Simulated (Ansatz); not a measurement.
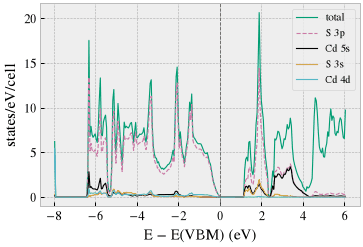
Total and projected density of states of CdS$_{2}$ in space group Pa-3 (No. 205; Cd on 4a, S on 8c), PBEsol in the plane-wave PAW code Ansatz

Task: Which orbitals carry the states next to the gap?

Result: Top 1 eV of the valence band: S 3p 91 %, Cd 4d 5 %. Bottom 1 eV of the conduction band: S 3p 63 %, Cd 5s 13 %, S 3s 11 %, outside the projected shells 13 %. Projections are on Löwdin-orthogonalised atomic valence shells; empty p or d shells of many metals are not among them.

Task: Where is the tallest occupied peak in this window, and what makes it?

Result: Near -6.3 eV, about 18 states/eV per cell; the largest projected share is S 3p.

The first step of the workflow began from a Materials Project structure, measured or hypothetical; the Crystallography Open Database copy checked does not list it. Whether it is the stable phase at ambient conditions was not checked. The PBEsol relaxation kept the symmetry of its start; whether a distortion lowers the energy is not shown. Scalar-relativistic: spin–orbit coupling is off unless named, which matters more the heavier the elements.

Potentials: the later of the program's two PAW sets.
